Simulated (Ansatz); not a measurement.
## Al₁₂H₃C: geometry relaxation (part 3 of 3)

The same run, continued: Al₁₂H₃C (slab, 16 atoms in the cell); DFT PBEsol, scalar-relativistic, plane waves, PAW, PAW set soft_1, no spin polarisation (Ansatz 0.2.0); cutoff 420 eV, 3×3×1 k-mesh, Gaussian smearing of 0.1 eV. The input holds or restrains some coordinates. Forces given for the steps count only the free coordinates. It belongs to a series of runs on one base structure; here: end point B relaxed.

Geometry of the input (Å; fractional positions):
```
5.7276  0.0000  0.0000
2.8638  4.9602  0.0000
0.0000  0.0000  15.6765
Al 0.1667  0.1667  0.0638
Al 0.6667  0.1667  0.0638
Al 0.1667  0.6667  0.0638
Al 0.6667  0.6667  0.0638
Al -0.1667  0.3333  0.2129
Al 0.3333  0.3333  0.2129
Al -0.1667  0.8333  0.2129
Al 0.3333  0.8333  0.2129
Al 0.0000  0.0000  0.3621
Al 0.5000  0.0000  0.3621
Al 0.0000  0.5000  0.3621
Al 0.5000  0.5000  0.3621
C  0.1667  0.6667  0.4361
H  0.1667  0.1667  0.3423
H  0.2201  0.4660  0.4718
H  0.3154  0.7180  0.4718
```

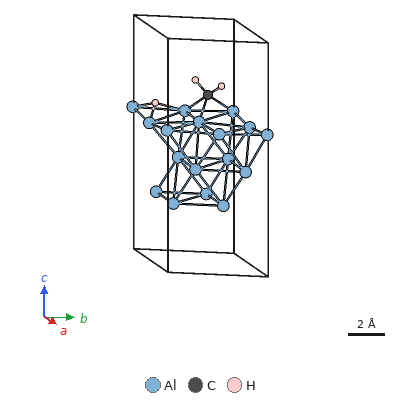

Fig. 1: The geometry at step 6 of the log (ball-and-stick view of the cell of the calculation, with the vacuum cut short, seen slightly off an axis).

### Trajectory as extended XYZ (Å, eV, eV/Å), 11 frames, from step=1 to step=11
```
16
Lattice="5.7276 0.0000 0.0000 2.8638 4.9602 0.0000 0.0000 0.0000 15.6765" Properties=species:S:1:pos:R:3:forces:R:3 step=1 energy=-6583.23584
Al    1.4319    0.8267    1.0000   -0.0057   0.0269   0.1084
Al    4.2957    0.8267    1.0000    0.0038   0.0185   0.1820
Al    2.8638    3.3068    1.0000   -0.0136  -0.0056   0.3220
Al    5.7276    3.3068    1.0000    0.0130  -0.0245   0.1442
Al    0.0000    1.6534    3.3383   -0.1143   0.0651  -0.3237
Al    2.8638    1.6534    3.3383    0.0858  -0.0785  -0.2487
Al    1.4319    4.1335    3.3383   -0.0285  -0.0087  -0.0053
Al    4.2957    4.1335    3.3383    0.0745  -0.0776  -0.1467
Al    0.0000    0.0000    5.6765   -1.9311   0.2000   0.0050
Al    2.8638    0.0000    5.6765    1.4627  -0.9001  -0.4636
Al    1.4319    2.4801    5.6765   -1.1184   1.3490  -0.5846
Al    4.2957    2.4801    5.6765    1.2236  -0.9146  -0.7384
C     2.8638    3.3068    6.8365    1.8207  -1.1539   1.6925
H     1.4319    0.8267    5.3665   -0.0069   0.2026   0.1329
H     2.5952    2.3116    7.3965   -0.1259   1.3318   0.0180
H     3.8626    3.5615    7.3965   -1.3393  -0.0303  -0.0938
16
Lattice="5.7276 0.0000 0.0000 2.8638 4.9602 0.0000 0.0000 0.0000 15.6765" Properties=species:S:1:pos:R:3:forces:R:3 step=2 energy=-6584.14942
Al    1.4319    0.8267    1.0000    0.0030   0.0278  -0.0714
Al    4.2957    0.8267    1.0000   -0.0049   0.0272  -0.0747
Al    2.8638    3.3068    1.0000   -0.0218  -0.0262   0.1208
Al    5.7276    3.3068    1.0000   -0.0033  -0.0456  -0.0863
Al   -0.0098    1.6523    3.2554    0.0971  -0.0521   0.0138
Al    2.8773    1.6350    3.2722   -0.0379  -0.0361   0.0724
Al    1.4400    4.1227    3.2884    0.1148  -0.0484  -0.0165
Al    4.2993    4.1122    3.3009   -0.0110   0.0281   0.1106
Al   -0.1113    0.0210    5.6829   -0.6870  -0.0376  -0.0580
Al    2.9550   -0.0738    5.5277    0.0577  -0.1142  -0.4459
Al    1.3969    2.5741    5.6203   -0.3958   0.3740  -0.4933
Al    4.3837    2.3907    5.6360    0.1252  -0.1823  -0.2799
C     2.9271    3.2771    6.8052    1.2437  -1.1696   1.4901
H     1.4256    0.8401    5.4450    0.2651  -0.0410   0.6204
H     2.5125    2.4422    7.5149    0.0233   1.2047  -0.6053
H     3.8338    3.5626    7.4426   -0.7709   0.0919  -0.3007
16
Lattice="5.7276 0.0000 0.0000 2.8638 4.9602 0.0000 0.0000 0.0000 15.6765" Properties=species:S:1:pos:R:3:forces:R:3 step=3 energy=-6584.51827
Al    1.4319    0.8267    1.0000    0.0034   0.0098  -0.0712
Al    4.2957    0.8267    1.0000   -0.0012   0.0428  -0.0981
Al    2.8638    3.3068    1.0000    0.0005  -0.0421   0.0886
Al    5.7276    3.3068    1.0000   -0.0293  -0.0579  -0.0945
Al    0.0083    1.6405    3.2479    0.0903  -0.0468  -0.0169
Al    2.8764    1.6264    3.2726   -0.0057  -0.0026  -0.0124
Al    1.4626    4.1129    3.2672    0.1271  -0.0294  -0.1768
Al    4.2972    4.1094    3.3117   -0.0230  -0.0092  -0.0436
Al   -0.1712    0.0047    5.6828   -0.0081  -0.0755   0.0208
Al    2.9650   -0.1006    5.4369   -0.4437   0.2067  -0.1492
Al    1.3932    2.6196    5.5729   -0.1140  -0.2071  -0.2633
Al    4.4075    2.3529    5.5951   -0.2148   0.0768   0.0424
C     2.9777    3.2476    6.8014    0.5564  -0.6830   0.6791
H     1.4303    0.8400    5.6365    0.2611  -0.0849   0.7169
H     2.4713    2.5305    7.5366    0.0162   0.6653  -0.5042
H     3.8123    3.5848    7.4643   -0.2161   0.2376  -0.1167
16
Lattice="5.7276 0.0000 0.0000 2.8638 4.9602 0.0000 0.0000 0.0000 15.6765" Properties=species:S:1:pos:R:3:forces:R:3 step=4 energy=-6584.74387
Al    1.4319    0.8267    1.0000   -0.0026  -0.0047  -0.0924
Al    4.2957    0.8267    1.0000    0.0087   0.0508  -0.1495
Al    2.8638    3.3068    1.0000    0.0184  -0.0504   0.0065
Al    5.7276    3.3068    1.0000   -0.0408  -0.0634  -0.1291
Al    0.0215    1.6328    3.2407    0.0617  -0.0389   0.0547
Al    2.8789    1.6241    3.2627    0.0048  -0.0087   0.0383
Al    1.4785    4.1088    3.2419    0.0679  -0.0012  -0.0543
Al    4.2954    4.1040    3.2972   -0.0062  -0.0134  -0.0075
Al   -0.1811   -0.0093    5.6823    0.0735  -0.0406  -0.0325
Al    2.9392   -0.1001    5.4002   -0.3094   0.1585  -0.0450
Al    1.3947    2.6119    5.5447   -0.1087  -0.2530  -0.2094
Al    4.4037    2.3411    5.5862   -0.1563   0.0442   0.0677
C     3.0067    3.2323    6.8018    0.3782  -0.1819   0.1160
H     1.4490    0.8296    5.8326    0.1810  -0.0561   0.6146
H     2.4478    2.5859    7.5254   -0.1188   0.2114  -0.1519
H     3.7987    3.6251    7.4734   -0.0513   0.2476  -0.0230
16
Lattice="5.7276 0.0000 0.0000 2.8638 4.9602 0.0000 0.0000 0.0000 15.6765" Properties=species:S:1:pos:R:3:forces:R:3 step=5 energy=-6584.90051
Al    1.4319    0.8267    1.0000   -0.0054  -0.0185  -0.0482
Al    4.2957    0.8267    1.0000    0.0155   0.0578  -0.1437
Al    2.8638    3.3068    1.0000    0.0326  -0.0572  -0.0013
Al    5.7276    3.3068    1.0000   -0.0509  -0.0658  -0.1041
Al    0.0324    1.6235    3.2499    0.0186  -0.0216  -0.0053
Al    2.8823    1.6205    3.2696    0.0111   0.0006  -0.0105
Al    1.4878    4.1089    3.2363    0.0147   0.0061  -0.0530
Al    4.2964    4.0979    3.2961    0.0055  -0.0231  -0.0396
Al   -0.1757   -0.0186    5.6658    0.0683  -0.0417  -0.0144
Al    2.9117   -0.0940    5.3911   -0.1402   0.0762   0.0640
Al    1.3878    2.5843    5.5138   -0.0776  -0.1817  -0.0422
Al    4.3979    2.3306    5.5890   -0.0638  -0.0018   0.0706
C     3.0324    3.2308    6.7924    0.1768  -0.0114   0.1298
H     1.4739    0.8180    6.0300    0.1070  -0.0113   0.3834
H     2.4238    2.6277    7.5108   -0.0072   0.1528  -0.1338
H     3.7856    3.6869    7.4727   -0.1048   0.1406  -0.0477
16
Lattice="5.7276 0.0000 0.0000 2.8638 4.9602 0.0000 0.0000 0.0000 15.6765" Properties=species:S:1:pos:R:3:forces:R:3 step=6 energy=-6584.95765
Al    1.4319    0.8267    1.0000   -0.0267  -0.0492   0.0155
Al    4.2957    0.8267    1.0000    0.0355   0.0443  -0.1125
Al    2.8638    3.3068    1.0000    0.0466  -0.0419   0.0352
Al    5.7276    3.3068    1.0000   -0.0796  -0.0427  -0.0868
Al    0.0360    1.6306    3.2579    0.0195  -0.0071  -0.0132
Al    2.8890    1.6188    3.2888   -0.0232   0.0401   0.0181
Al    1.4793    4.1052    3.2378    0.0044  -0.0077  -0.0310
Al    4.2964    4.0994    3.2992    0.0345  -0.0273  -0.0562
Al   -0.1757    0.0050    5.6121    0.0586  -0.0360   0.0737
Al    2.8987   -0.0996    5.4187   -0.0481   0.1000   0.0164
Al    1.4000    2.5590    5.5439   -0.0672  -0.1289  -0.0689
Al    4.3921    2.3342    5.6235   -0.0467   0.0555   0.0563
C     3.0736    3.3286    6.7947    0.0839  -0.1445   0.1668
H     1.4776    0.7613    6.1718    0.1597   0.2103   0.1346
H     2.4618    2.7980    7.5593   -0.0354   0.0474  -0.0919
H     3.8103    3.8796    7.4249   -0.1152  -0.0127  -0.0531
16
Lattice="5.7276 0.0000 0.0000 2.8638 4.9602 0.0000 0.0000 0.0000 15.6765" Properties=species:S:1:pos:R:3:forces:R:3 step=7 energy=-6584.99001
Al    1.4319    0.8267    1.0000   -0.0202  -0.0284   0.0786
Al    4.2957    0.8267    1.0000    0.0255   0.0854  -0.0785
Al    2.8638    3.3068    1.0000    0.0596  -0.0557   0.0694
Al    5.7276    3.3068    1.0000   -0.0676  -0.0553  -0.0535
Al    0.0427    1.6365    3.2683   -0.0103  -0.0113   0.0048
Al    2.8927    1.6464    3.3006    0.0155   0.0000   0.0021
Al    1.4912    4.1291    3.2460   -0.0057   0.0247   0.0194
Al    4.3194    4.1094    3.3042   -0.0017   0.0014   0.0519
Al   -0.1358    0.0240    5.6637   -0.0353  -0.0532  -0.0540
Al    2.9026   -0.0455    5.4423   -0.0140  -0.0403   0.0239
Al    1.3830    2.5789    5.5271   -0.0468  -0.0307   0.0672
Al    4.3928    2.3538    5.6695   -0.0115   0.0598   0.0041
C     3.0523    3.3163    6.8356    0.1039   0.0482   0.0056
H     1.5425    0.8510    6.3022    0.0215   0.0430  -0.0691
H     2.3755    2.7859    7.5418    0.0219   0.0237  -0.0433
H     3.7286    3.8763    7.5193   -0.0351  -0.0117  -0.0280
16
Lattice="5.7276 0.0000 0.0000 2.8638 4.9602 0.0000 0.0000 0.0000 15.6765" Properties=species:S:1:pos:R:3:forces:R:3 step=8 energy=-6584.99306
Al    1.4319    0.8267    1.0000   -0.0269  -0.0425   0.0707
Al    4.2957    0.8267    1.0000    0.0260   0.0860  -0.0851
Al    2.8638    3.3068    1.0000    0.0550  -0.0669   0.0704
Al    5.7276    3.3068    1.0000   -0.0947  -0.0599  -0.0662
Al    0.0372    1.6302    3.2628    0.0178   0.0140   0.0128
Al    2.8985    1.6521    3.3026    0.0082   0.0115  -0.0020
Al    1.4816    4.1188    3.2459    0.0215   0.0556   0.0128
Al    4.3181    4.1155    3.3064    0.0276   0.0064   0.0291
Al   -0.1606    0.0207    5.6500    0.0385   0.0083   0.0361
Al    2.9049   -0.0378    5.4440   -0.0160  -0.0167   0.0259
Al    1.3556    2.5582    5.5237   -0.0295   0.0531  -0.0043
Al    4.3827    2.3780    5.6683   -0.0277   0.0245   0.0207
C     3.1137    3.3890    6.8632    0.0068  -0.0238  -0.0064
H     1.5732    0.9172    6.2896    0.0159  -0.0712  -0.0088
H     2.4050    2.8565    7.5358    0.0271   0.0651  -0.0345
H     3.8006    3.9139    7.5657   -0.0496  -0.0437  -0.0704
16
Lattice="5.7276 0.0000 0.0000 2.8638 4.9602 0.0000 0.0000 0.0000 15.6765" Properties=species:S:1:pos:R:3:forces:R:3 step=9 energy=-6584.99687
Al    1.4319    0.8267    1.0000   -0.0213  -0.0363   0.0771
Al    4.2957    0.8267    1.0000    0.0274   0.1010  -0.0841
Al    2.8638    3.3068    1.0000    0.0604  -0.0601   0.0787
Al    5.7276    3.3068    1.0000   -0.0826  -0.0465  -0.0555
Al    0.0464    1.6462    3.2644    0.0056   0.0061  -0.0023
Al    2.9017    1.6648    3.3031    0.0014   0.0073  -0.0154
Al    1.4923    4.1422    3.2476    0.0035   0.0133  -0.0060
Al    4.3281    4.1258    3.3113    0.0061   0.0035  -0.0088
Al   -0.1466    0.0403    5.6477   -0.0222   0.0870  -0.0615
Al    2.9092   -0.0278    5.4474    0.0053  -0.0006  -0.0055
Al    1.3609    2.5835    5.5249   -0.0166   0.0083  -0.0093
Al    4.3828    2.3900    5.6627    0.0786  -0.0714  -0.0676
C     3.0972    3.3868    6.8276   -0.0592  -0.0076   0.0984
H     1.5679    0.9104    6.2787    0.0029  -0.0118   0.0053
H     2.3923    2.8702    7.5132   -0.0031   0.0092   0.0266
H     3.7811    3.9202    7.5210    0.0142  -0.0015   0.0297
16
Lattice="5.7276 0.0000 0.0000 2.8638 4.9602 0.0000 0.0000 0.0000 15.6765" Properties=species:S:1:pos:R:3:forces:R:3 step=10 energy=-6584.99904
Al    1.4319    0.8267    1.0000   -0.0218  -0.0287   0.0686
Al    4.2957    0.8267    1.0000    0.0348   0.1155  -0.0905
Al    2.8638    3.3068    1.0000    0.0623  -0.0571   0.0717
Al    5.7276    3.3068    1.0000   -0.0765  -0.0376  -0.0599
Al    0.0569    1.6626    3.2634   -0.0027  -0.0075  -0.0052
Al    2.9102    1.6804    3.3003   -0.0072  -0.0070   0.0027
Al    1.5043    4.1603    3.2483   -0.0126  -0.0074  -0.0054
Al    4.3376    4.1392    3.3098    0.0001  -0.0033   0.0014
Al   -0.1425    0.0615    5.6487    0.0056  -0.0030   0.0138
Al    2.9141   -0.0191    5.4456    0.0025  -0.0008  -0.0018
Al    1.3610    2.5940    5.5235    0.0122   0.0065   0.0099
Al    4.3775    2.3992    5.6600   -0.0007   0.0089   0.0074
C     3.0978    3.4097    6.8424    0.0018   0.0119  -0.0098
H     1.5792    0.9213    6.2774   -0.0052   0.0062   0.0019
H     2.3843    2.9125    7.5337   -0.0042   0.0059  -0.0088
H     3.8033    3.9224    7.5309    0.0116  -0.0028   0.0042
16
Lattice="5.7276 0.0000 0.0000 2.8638 4.9602 0.0000 0.0000 0.0000 15.6765" Properties=species:S:1:pos:R:3:forces:R:3 step=11 energy=-6584.99904
Al    1.4319    0.8267    1.0000   -0.0218  -0.0287   0.0685
Al    4.2957    0.8267    1.0000    0.0349   0.1154  -0.0905
Al    2.8638    3.3068    1.0000    0.0623  -0.0570   0.0716
Al    5.7276    3.3068    1.0000   -0.0765  -0.0376  -0.0599
Al    0.0569    1.6626    3.2634   -0.0027  -0.0075  -0.0052
Al    2.9102    1.6804    3.3003   -0.0071  -0.0070   0.0027
Al    1.5043    4.1603    3.2483   -0.0127  -0.0075  -0.0055
Al    4.3376    4.1392    3.3098    0.0001  -0.0033   0.0013
Al   -0.1425    0.0615    5.6487    0.0056  -0.0030   0.0139
Al    2.9141   -0.0191    5.4456    0.0025  -0.0008  -0.0018
Al    1.3610    2.5940    5.5235    0.0121   0.0065   0.0099
Al    4.3775    2.3992    5.6600   -0.0007   0.0090   0.0075
C     3.0978    3.4097    6.8424    0.0018   0.0119  -0.0096
H     1.5792    0.9213    6.2774   -0.0053   0.0062   0.0019
H     2.3843    2.9125    7.5337   -0.0040   0.0062  -0.0089
H     3.8033    3.9224    7.5309    0.0115  -0.0029   0.0041
```

### Summary

```tsv
quantity	value
outcome	converged under the restraints of the input
electrons treated	43
free energy	−6584.9990 eV
Fermi energy	1.825 eV
final volume	445.37 Å³
largest force (length of the vector) at the end, held atoms and coordinates included	0.151 eV/Å
hardware	1 thread of Arm Neoverse V2, 24 GiB of memory available, shared host
wall time	46 s
peak memory	0.49 GiB
```

### Notes

Warnings of the run: the PAW datasets were made with another functional.
